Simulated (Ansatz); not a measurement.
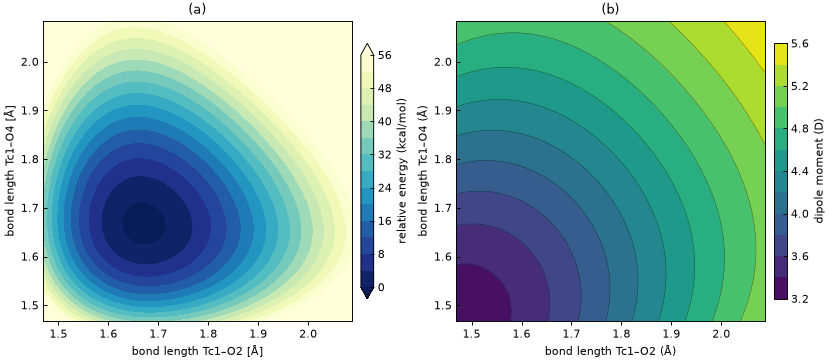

TcO3(NH2). First axis: bond length Tc1–O2. Second axis: bond length Tc1–O4. Nothing is relaxed (all other coordinates rigid). Grid: 9 × 9 points. Points are written as (first, second). Energies: kcal/mol, counted from the lowest grid point. Method: RKS PBE0-D4/def2-TZVP (Ansatz 0.2.0).

Panel (a) is the energy and panel (b) the computed dipole moment on the same grid.

In the figure: filled contours, one colour for all values above the top of the scale. Between grid points the surface is interpolated.

Q: How does the dipole moment vary over the map, and what is it at the lowest grid point?

A: Leaving out the highest fifth of the energies, it runs from 3.33 D at (1.469 Å, 1.544 Å) to 5.14 D at (2.087 Å, 1.775 Å). At the lowest grid point, (1.701 Å, 1.698 Å), it is 3.96 D.
